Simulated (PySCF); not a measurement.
Ge(F)(Et)(Vi)2, C6H11FGe, SMILES C=[CH][Ge]([F])([CH]=C)[CH2]C, GFN2-xTB optimised geometry. Atoms within 1.6 Å of the plane z = 0.6 Å (x, y, z in Å): C2 (-0.24, -2.71, 1.69), Ge3 (0.19, -1.78, 0.00), F4 (1.98, -1.78, 0.00), C5 (-0.21, 0.16, 0.00), C6 (-1.25, 0.71, -0.59), H11 (-1.29, -2.75, 1.96), H12 (0.50, 0.78, 0.53), H13 (-1.43, 1.78, -0.57).

Calculation: B3LYP/def2-SVP (PySCF 2.14.0).

Map of the electron localisation function on the plane z = 0.6 Å:

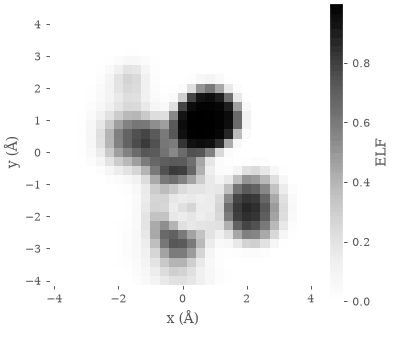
Figure: Electron localisation function on the plane z = 0.6 Å.
